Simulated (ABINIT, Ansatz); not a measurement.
# KF (Carobbiite): from the cell to the phonon bands, part 4 of 4

Wanted: phonon bands, density of states and zone-centre response of KF (Carobbiite).

ABINIT 10.8.3; DFT LDA, scalar-relativistic, plane waves, PseudoDojo norm-conserving pseudopotentials.

So far, highest frequency (cm⁻¹): step 9 (dispersion) 340.

## 10. Density of states

Sums over the zone need many more wavevectors than were solved, so the interpolation is sampled on a dense mesh.

Contents of anaddb.abi:

```
ddb_filepath "all_DDB"
output_file "anaddb.abo"
outdata_prefix "anaddb"
ifcflag 1
ngqpt 4 4 4
nqshft 1
q1shft 0.0 0.0 0.0
asr 1
chneut 1
dipdip 1
dipquad 0
quadquad 0
prtdos 2
ng2qpt 15 15 15
dosdeltae 4.5563e-06
ntemper 11
temperinc 100.0
tempermin 0.0
```

Started as:

```sh
$ OMP_NUM_THREADS=1 anaddb anaddb.abi > anaddb.log
```

Numbers of over 12 decimals in the logs are rounded to 6 here.

anaddb.abo, the main output file:

```text
[banners, grids, parts of the stress and lines that vanish by symmetry left out]
-outvars_anaddb: echo values of input variables ----------------------

 Flags :
     ifcflag         1
 Miscellaneous information :
         asr         1
 Interatomic Force Constants Inputs :
      dipdip         1
     dipquad         0
    quadquad         0
      ifcana         0
      ifcout         0
 Description of grid 1 :
        brav         1
       ngqpt         4         4         4
      nqshft         1
      q1shft
                     0.00000000E+00  0.00000000E+00  0.00000000E+00
 Phonon DOS information :
   dosdeltae  4.55630000E-06
    dossmear  4.55633525E-06
 Description of grid 2 (Fourier interp. or BZ sampling):
      ng2qpt        15        15        15
      ngrids         4
      q2shft         0.00000000E+00  0.00000000E+00  0.00000000E+00

================================================================================

 read the DDB information and perform some checks

  ==== Info on the Cryst% object ====
 Real(R)+Recip(G) space primitive vectors, cartesian coordinates (Bohr,Bohr^-1):
 R(1)= -4.8738663  0.0000000  4.8738663  G(1)= -0.1025880 -0.1025880  0.1025880
 R(2)=  0.0000000  4.8738663  4.8738663  G(2)=  0.1025880  0.1025880  0.1025880
 R(3)= -4.8738663  4.8738663  0.0000000  G(3)= -0.1025880  0.1025880 -0.1025880
 Unit cell volume ucvol=  2.3155323E+02 bohr^3
 Angles (23,13,12)=  6.00000000E+01  6.00000000E+01  6.00000000E+01 degrees
 Time-reversal symmetry is present
 Reduced atomic positions [iatom, xred, symbol]:
    1)    0.0000000  0.0000000  0.0000000   K
    2)    0.5000000  0.5000000  0.5000000   F

 DDB file with 8 blocks has been read.

================================================================================

 Dielectric Tensor and Effective Charges

 anaddb : Zero the imaginary part of the Dynamical Matrix at Gamma,
   and impose the ASR on the effective charges

 The violation of the charge neutrality conditions
 by the effective charges is as follows :
    atom        electric field
 displacement     direction
       1               1        0.000806        0.000000
       1               2        0.000000        0.000000
       1               3       -0.000000        0.000000
       2               1        0.000000        0.000000
       2               2        0.000806        0.000000
       2               3       -0.000000        0.000000
       3               1       -0.000000        0.000000
       3               2        0.000000        0.000000
       3               3        0.000806        0.000000

 Effective charge tensors after
 imposition of the charge neutrality (if requested by user),
 and eventual restriction to some part :
   atom    displacement
         1         1    1.150469E+00    1.457754E-16   -1.462386E-16
         1         2    1.457754E-16    1.150469E+00   -1.453123E-16
         1         3   -1.457754E-16    1.457754E-16    1.150469E+00
         2         1   -1.150469E+00   -1.457754E-16    1.462386E-16
         2         2   -1.457754E-16   -1.150469E+00    1.453123E-16
         2         3    1.457754E-16   -1.457754E-16   -1.150469E+00
 Now, the imaginary part of the dynamical matrix is zeroed

================================================================================

 Calculation of the interatomic forces

       Homogeneous q point set in the B.Z.
 Grid q points  :       64
  1)   0.00000000E+00  0.00000000E+00  0.00000000E+00
  2)   2.50000000E-01  0.00000000E+00  0.00000000E+00
  3)   5.00000000E-01  0.00000000E+00  0.00000000E+00
  4)  -2.50000000E-01  0.00000000E+00  0.00000000E+00
  5)   0.00000000E+00  2.50000000E-01  0.00000000E+00
  6)   2.50000000E-01  2.50000000E-01  0.00000000E+00
  7)   5.00000000E-01  2.50000000E-01  0.00000000E+00
  8)  -2.50000000E-01  2.50000000E-01  0.00000000E+00
  9)   0.00000000E+00  5.00000000E-01  0.00000000E+00
 10)   2.50000000E-01  5.00000000E-01  0.00000000E+00
 11)   5.00000000E-01  5.00000000E-01  0.00000000E+00
 12)  -2.50000000E-01  5.00000000E-01  0.00000000E+00
 13)   0.00000000E+00 -2.50000000E-01  0.00000000E+00
 14)   2.50000000E-01 -2.50000000E-01  0.00000000E+00
[...]
58)   2.50000000E-01  5.00000000E-01 -2.50000000E-01
 59)   5.00000000E-01  5.00000000E-01 -2.50000000E-01
 60)  -2.50000000E-01  5.00000000E-01 -2.50000000E-01
 61)   0.00000000E+00 -2.50000000E-01 -2.50000000E-01
 62)   2.50000000E-01 -2.50000000E-01 -2.50000000E-01
 63)   5.00000000E-01 -2.50000000E-01 -2.50000000E-01
 64)  -2.50000000E-01 -2.50000000E-01 -2.50000000E-01

 The interatomic forces have been obtained

================================================================================

 Calculation of phonon density of states

 Average speed of sound partial sums:     0.1603910312E-02 (at units)
-                                   =           3.5089 [km/s]

 Debye frequency from partial sums:     0.1018075830E-02 (Ha)
-                                 =     0.6698617167E+01 (THz)
-Debye temperature from partial sums:     0.3214829204E+03 (K)

 Average speed of sound:     0.1802214431E-02 (at units)
-                      =           3.9427 [km/s]

 Debye frequency from DOS:     0.1143948598E-02 (Ha)
-                        =     0.7526820198E+01 (THz)
-Debye temperature from DOS:     0.3612303970E+03 (K)

-
```

Run time: 2 s. Hardware: 1 thread of Intel Xeon Platinum 8488C (Sapphire Rapids), shared host.

This step gave:

| Property | Result |
| --- | --- |
| share of modes beyond 3i cm⁻¹ on the dense interpolated mesh | 0 |
| zero-point energy per atom | 33.09 meV |
| heat capacity at 300 K | 23.35 J/(mol atoms K) |
| vibrational entropy at 300 K | 31.4 J/(mol atoms K) |

The phonon density of states has structure finer than the step of the table below, so its rows give means over 20 cm⁻¹, whole bins alone (the curve runs from -30 to 348 cm⁻¹). Peaks (cm⁻¹: height): 126.0: 0.0510, 174.0: 0.0433, 216.0: 0.110, 228.0: 0.0386.

Tetrahedra. Phonon density of states against wavenumber; means over each step:

| wavenumber (cm⁻¹) | phonon density of states (1/cm⁻¹/cell) |
| --- | --- |
| 0 | 4.5e-6 |
| 20 | 3.6e-4 |
| 40 | 0.00204 |
| 60 | 0.00551 |
| 80 | 0.0128 |
| 100 | 0.0239 |
| 120 | 0.0369 |
| 140 | 0.0250 |
| 160 | 0.0173 |
| 180 | 0.0249 |
| 200 | 0.0434 |
| 220 | 0.0632 |
| 240 | 0.0150 |
| 260 | 0.0117 |
| 280 | 0.00898 |
| 300 | 0.00550 |
| 320 | 0.00342 |

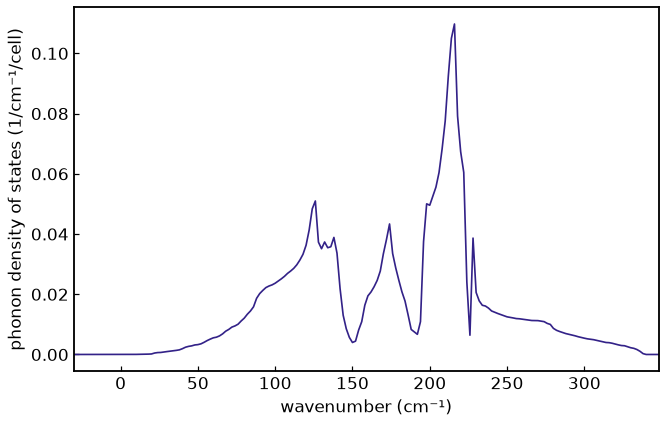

Phonon density of states against wavenumber.

Harmonic thermodynamic functions per atom, summed over the density of states scaled to three modes an atom; melting is ignored. Thermodynamic functions:

| T (K) | F_vib (meV/atom) | S (J/mol-atom/K) | C_V (J/mol-atom/K) |
| --- | --- | --- | --- |
| 0 | 33.09 | 0 | 0 |
| 50 | 32.78 | 2.259 | 5.664 |
| 100 | 29.86 | 9.306 | 14.92 |
| 200 | 13.13 | 22.25 | 21.58 |
| 300 | -14.93 | 31.4 | 23.35 |
| 400 | -51.17 | 38.22 | 24.02 |
| 500 | -93.68 | 43.62 | 24.35 |
| 600 | -141.3 | 48.08 | 24.53 |
| 700 | -193.1 | 51.87 | 24.64 |
| 800 | -248.6 | 55.16 | 24.71 |
| 900 | -307.3 | 58.08 | 24.76 |
| 1000 | -368.9 | 60.69 | 24.79 |

At 300 K the heat capacity has reached 94 % of the Dulong-Petit value.

## 11. Ground state, volume × 0.98

The response is built on these wavefunctions, so the potential is converged far more tightly than an energy would need.

Contents of gs.abi:

```
# ground state
tolvrs 1.0d-16
prtden 1
prtwf 1

# basis, mesh and filling
ecut 34.0
ngkpt 8 8 8
nshiftk 1
shiftk 0.0 0.0 0.0
istwfk *1
occopt 1
nband 8
nstep 100
diemac 9.0
prtebands 0
prtgsr 0
useylm 1

# cell and atoms
acell 6.846426809 6.846426809 6.846426809
rprim 
    -0.7071067812 0.0 0.7071067812
    0.0 0.7071067812 0.7071067812
    -0.7071067812 0.7071067812 0.0
ntypat 2
znucl 19 9
natom 2
typat 1 2
xred 
    0.0 0.0 0.0
    0.5 0.5 0.5
pp_dirpath "./pseudo"
pseudos "K.upf, F.upf"
```

Started as:

```sh
$ OMP_NUM_THREADS=1 mpirun -n 4 abinit gs.abi > gs.log
```

gs.abo, the main output file:

```text
[banners, grids, parts of the stress and lines that vanish by symmetry left out]
- input  file    -> gs.abi
- output file    -> gs.abo
- root for input  files -> gsi
[...]
Symmetries : space group Fm -3 m (#225); Bravais cF (face-center cubic)
[...]
mpw =        2180          nfft =       46656          nkpt =          29
[...]
== DATASET  1 ==================================================================
[...]
cutoff_energies: {ecut:  34.0, pawecutdg:  -1.0, }
[...]
ETOT  1  -54.515003181725    -5.452E+01 2.777E-01 1.832E+02
 ETOT  2  -54.578161561751    -6.316E-02 4.481E-04 9.308E+01
 ETOT  3  -54.609571152943    -3.141E-02 3.989E-04 2.075E+01
 ETOT  4  -54.614810490030    -5.239E-03 7.648E-05 1.430E+00
 ETOT  5  -54.615184922649    -3.744E-04 3.010E-06 3.724E-03
[...]
ETOT 13  -54.615186690127     2.792E-12 1.187E-18 8.241E-16
 ETOT 14  -54.615186690129    -2.323E-12 1.554E-20 5.802E-18
 At SCF step   14       vres2   =  5.80E-18 < tolvrs=  1.00E-16 =>converged.
[...]
sigma(1 1)=  3.16808012E-05  sigma(3 2)=  0.00000000E+00
  sigma(2 2)=  3.16808012E-05  sigma(3 1)=  0.00000000E+00
  sigma(3 3)=  3.16808012E-05  sigma(2 1)=  0.00000000E+00
[...]
convergence: {deltae: -2.323E-12, res2:  5.802E-18, residm:  1.554E-20, diffor: null, }
etotal    :  -5.46151867E+01
[...]
sigma(1 1)=  3.16808012E-05  sigma(3 2)=  0.00000000E+00
  sigma(2 2)=  3.16808012E-05  sigma(3 1)=  0.00000000E+00
  sigma(3 3)=  3.16808012E-05  sigma(2 1)=  0.00000000E+00
[...]
- sigma(1 1)=  9.32081350E-01  sigma(3 2)=  0.00000000E+00
- sigma(2 2)=  9.32081350E-01  sigma(3 1)=  0.00000000E+00
- sigma(3 3)=  9.32081350E-01  sigma(2 1)=  0.00000000E+00
[...]
fcart     -0.0000000000E+00 -0.0000000000E+00 -0.0000000000E+00
           strten      3.1680801166E-05  3.1680801166E-05  3.1680801166E-05
================================================================================

[key lines of the parts left out:]
pressure_GPa:  -9.3208E-01
```

Elapsed: 7.4 s, on 4 MPI ranks; 29 s of CPU time.

This step gave:

| Quantity | Value |
| --- | --- |
| volume per atom | 16.81 Å³ |
| pressure | -0.9321 GPa |

The printed pressure carries the offset of the base run, -1.8 GPa; against it the change of volume adds +0.91 GPa.

## 12. Zone-centre response, volume × 0.98

The derivative of the wavefunctions by k comes first, since the response to a field is built on it; then the field and the displacements that symmetry doesn't supply are solved at q = 0.

It reads the wavefunctions written in step 11.

Contents of dfpt_gamma.abi:

```
ndtset 2

# common to the responses
getwfk_filepath "gso_WFK"
kptopt 2
nqpt 1
qpt 0.0 0.0 0.0
asr 0
chneut 0

# d/dk
rfelfd1 2
rfdir1 1 1 1
iscf1 -3
tolwfr1 1.0d-20

# displacements, field
rfphon2 1
rfatpol2 1 2
rfdir2 1 1 1
rfelfd2 3
getddk2 1
tolvrs2 1.0d-10
prtwf2 0

# basis, mesh and filling
ecut 34.0
ngkpt 8 8 8
nshiftk 1
shiftk 0.0 0.0 0.0
istwfk *1
occopt 1
nband 8
nstep 100
diemac 9.0
prtebands 0
prtgsr 0
useylm 1

# cell and atoms
acell 6.846426809 6.846426809 6.846426809
rprim 
    -0.7071067812 0.0 0.7071067812
    0.0 0.7071067812 0.7071067812
    -0.7071067812 0.7071067812 0.0
ntypat 2
znucl 19 9
natom 2
typat 1 2
xred 
    0.0 0.0 0.0
    0.5 0.5 0.5
pp_dirpath "./pseudo"
pseudos "K.upf, F.upf"
```

Started as:

```sh
$ OMP_NUM_THREADS=1 mpirun -n 4 abinit dfpt_gamma.abi > dfpt_gamma.log
```

dfpt_gamma.abo, the main output file:

```text
[banners, grids, parts of the stress and lines that vanish by symmetry left out]
- input  file    -> dfpt_gamma.abi
- output file    -> dfpt_gamma.abo
- root for input  files -> dfpt_gammai
[...]
DATASET    1 : space group Fm -3 m (#225); Bravais cF (face-center cubic)
[...]
nfft =       46656          nkpt =         260
[...]
DATASET    2 : space group Fm -3 m (#225); Bravais cF (face-center cubic)
[...]
nfft =       46656          nkpt =         260
[...]
== DATASET  1 ==================================================================
[...]
cutoff_energies: {ecut:  34.0, pawecutdg:  -1.0, }
[...]
-  9.00000   7.00000  201202                  znucl, zion, pspdat
[...]
Perturbation : derivative vs k along direction   1
[...]
-ETOT  1  -19.438190394031     -1.944E+01 2.249E-01 0.000E+00
 ETOT  2  -19.511487528665     -7.330E-02 2.012E-03 0.000E+00
 ETOT  3  -19.512108777471     -6.212E-04 1.084E-04 0.000E+00
 ETOT  4  -19.512116708887     -7.931E-06 1.532E-06 0.000E+00
 ETOT  5  -19.512116836058     -1.272E-07 7.944E-08 0.000E+00
[...]
At SCF step   14   max residual=  1.00E-20 < tolwfr=  1.00E-20 =>converged.
[...]
Perturbation : derivative vs k along direction   2
[...]
-ETOT  1  -19.438272736109     -1.944E+01 2.706E-01 0.000E+00
[...]
At SCF step   14   max residual=  1.00E-20 < tolwfr=  1.00E-20 =>converged.
[...]
Perturbation : derivative vs k along direction   3
[...]
-ETOT  1  -19.438190396751     -1.944E+01 2.249E-01 0.000E+00
[...]
At SCF step   14   max residual=  1.00E-20 < tolwfr=  1.00E-20 =>converged.
[...]
1        1       0.7294836247    0.0000000000
     1        2      -0.3647418123   -0.0000000000
     1        3      -0.3647418123   -0.0000000000
     2        1      -0.3647418123   -0.0000000000
     2        2       0.7294836247    0.0000000000
     2        3       0.3647418123   -0.0000000000
     3        1      -0.3647418123   -0.0000000000
     3        2       0.3647418123   -0.0000000000
     3        3       0.7294836247    0.0000000000
[...]
== DATASET  2 ==================================================================
[...]
cutoff_energies: {ecut:  34.0, pawecutdg:  -1.0, }
[...]
Perturbation : displacement of atom   1   along direction   1
[...]
-ETOT  1   3.072609     -1.502E+03 4.541E+00 1.844E+02
[...]
At SCF step   11       vres2   =  2.12E-12 < tolvrs=  1.00E-10 =>converged.
[...]
Perturbation : displacement of atom   2   along direction   1
[...]
-ETOT  1   4.206625     -4.533E+03 6.823E+00 1.385E+03
[...]
At SCF step   10       vres2   =  2.52E-12 < tolvrs=  1.00E-10 =>converged.
[...]
Perturbation : homogeneous electric field along direction   1
[...]
-ETOT  1  -22.492684350588     -2.249E+01 4.727E-01 5.721E+03
[...]
ETOT  9  -25.333450315721     -2.487E-12 8.212E-14 7.871E-10
 ETOT 10  -25.333450315721     -3.446E-13 2.531E-15 3.292E-11
 At SCF step   10       vres2   =  3.29E-11 < tolvrs=  1.00E-10 =>converged.
[...]
Dielectric tensor, in cartesian coordinates,
[...]
1    4   1    4         2.1104633696        -0.0000000000
   1    4   2    4        -0.0000000000        -0.0000000000
   1    4   3    4        -0.0000000000        -0.0000000000
   2    4   1    4        -0.0000000000        -0.0000000000
   2    4   2    4         2.1104633696        -0.0000000000
   2    4   3    4        -0.0000000000        -0.0000000000
   3    4   1    4         0.0000000000        -0.0000000000
   3    4   2    4        -0.0000000000        -0.0000000000
   3    4   3    4         2.1104633696        -0.0000000000
  Effective charges, in cartesian coordinates,
[...]
1    1   1    4         1.1542627196         0.0000000000
   2    1   1    4        -0.0000000000         0.0000000000
   3    1   1    4         0.0000000000         0.0000000000
   1    2   1    4        -1.1534311333         0.0000000000
   2    2   1    4        -0.0000000000         0.0000000000
[...]
Effective charges, in cartesian coordinates,
[...]
2    4   1    2         0.0000000000         0.0000000000
   3    4   1    2         0.0000000000         0.0000000000
   1    4   2    2        -0.0000000000         0.0000000000
   2    4   2    2        -1.1534308788         0.0000000000
   3    4   2    2         0.0000000000         0.0000000000
   1    4   3    2         0.0000000000         0.0000000000
   2    4   3    2         0.0000000000         0.0000000000
   3    4   3    2        -1.1534308788         0.0000000000
  Phonon wavevector (reduced coordinates) :  0.00000  0.00000  0.00000
 Phonon energies in Hartree :
[...]
Phonon frequencies in cm-1    :
-  2.714210E+00  2.714210E+00  2.714210E+00  2.214941E+02  2.214941E+02
-  2.214941E+02
  Phonon at Gamma, with non-analyticity in the
[...]
Phonon energies in Hartree :
[...]
Phonon frequencies in cm-1    :
-  2.714210E+00  2.714210E+00  2.715782E+00  2.214941E+02  2.214941E+02
-  3.481975E+02
  Phonon at Gamma, with non-analyticity in the
[...]
Phonon energies in Hartree :
[...]
Phonon frequencies in cm-1    :
-  2.714210E+00  2.714210E+00  2.715782E+00  2.214941E+02  2.214941E+02
-  3.481975E+02
  Phonon at Gamma, with non-analyticity in the
[...]
Phonon energies in Hartree :
[...]
Phonon frequencies in cm-1    :
-  2.714210E+00  2.714210E+00  2.715782E+00  2.214941E+02  2.214941E+02
-  3.481975E+02
[...]
fcart2     0.0000000000E+00  0.0000000000E+00  0.0000000000E+00
           strten2     0.0000000000E+00  0.0000000000E+00  0.0000000000E+00
================================================================================
```

The job ended after 2.7 min (4 MPI ranks; 11 min of CPU time).

Numbers from this step:

```yaml
miss_of_the_charge_sum_rule: 8.32e-4 e
largest_acoustic_frequency_at_the_zone_centre_before_the_sum_rule: 2.71 cm⁻¹
highest_optical_zone_centre_mode_no_lo_to_term: 221.5 cm⁻¹
lowest_optical_zone_centre_mode: 221.5 cm⁻¹
mean_high_frequency_dielectric_constant: 2.111
largest_born_charge_in_size_third_of_the_trace: 1.154 e
```

Born charge (rows field, columns displacement), before the sum rule (e), principal values of the symmetric part by kind of site:

| atom | atoms with these values | low | middle | high | mean |
| --- | --- | --- | --- | --- | --- |
| K1 | 1 | 1.15 | 1.15 | 1.15 | 1.15 |
| F2 | 1 | -1.15 | -1.15 | -1.15 | -1.15 |

In full for F2:

```
-1.15  0.00  0.00
 0.00 -1.15  0.00
 0.00  0.00 -1.15
```

High-frequency dielectric tensor:

```
2.11 0.00 0.00
0.00 2.11 0.00
0.00 0.00 2.11
```

## 13. Outcome

- space group after relaxation: Fm-3m
- volume per atom: 17.2 Å³
- highest optical zone-centre mode (no LO-TO term): 210.9 cm⁻¹
- highest mode moved by the LO-TO term: 339.6 cm⁻¹
- mean high-frequency dielectric constant: 2.10
- largest Born charge in size (third of the trace): 1.15 e
- mean static dielectric constant: 5.43
- q mesh: 4×4×4
- lowest mode on the q mesh (acoustic ones at the zone centre apart): 62.6 cm⁻¹
- zero-point energy per atom: 33.1 meV
- heat capacity at 300 K: 23.3 J/(mol atoms K)
- vibrational entropy at 300 K: 31.4 J/(mol atoms K)
- imaginary modes on the q mesh: none

In words: KF (Carobbiite) is dynamically stable on the 4×4×4 mesh; its spectrum reaches 340 cm⁻¹. At the LDA level the optical modes of KF (Carobbiite) at the zone centre (no LO-TO term) lie at 211 cm⁻¹. The runs at other volumes were meant for Grüneisen parameters, which were not obtained. The base run prints -1.8 GPa, mostly the error of a finite basis; the relaxation, with a smoothed and higher cutoff, had brought the cell to rest. An error of this size shows a cutoff that is short for these files. Along the directions run, the highest mode that the macroscopic field moves lies at 340 cm⁻¹. Lattice motion raises the mean dielectric constant from 2.095 to 5.433. The Born charge of K is 1.151 e against a formal charge of +1, somewhat above it. The Lyddane-Sachs-Teller relation holds: (ωLO/ωTO)² is 2.59 and ε₀/ε∞ is 2.59. These are harmonic frequencies at zero temperature: anharmonic shifts and linewidths and thermal expansion are left out. A run on a mesh of wavevectors was begun and cut off at its time limit; it is not shown, and nothing is said of wavevectors that it left out.

[Host names and launcher messages were left out of these logs when they were recorded.]

[Logs are printed without paths, hosts, clocks, repeated set-up lines and the standing remarks that a program may print on its own settings, such as how far it seeks lower states.]

[Hosts, paths, dates, database ids (printed as entryN), source tags and the programs' standing remarks are cut or masked in the printed files.]
